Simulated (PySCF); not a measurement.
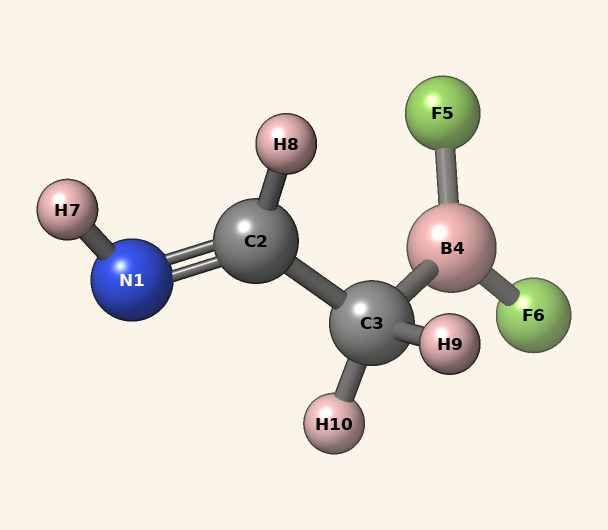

Distant atoms are faded towards the background colour. The computed structure is the end point of a PBE0-D3(BJ)/def2-SVP optimisation. No frequency run is at hand to confirm it as a minimum.

Find the stereocentres and stereogenic double bonds.

Answer. Double bonds: N1=C2.

Assign CIP descriptors.

Answer. N1=C2: E.

Write the isomeric SMILES.

Answer. [H]/N=C/CB(F)F
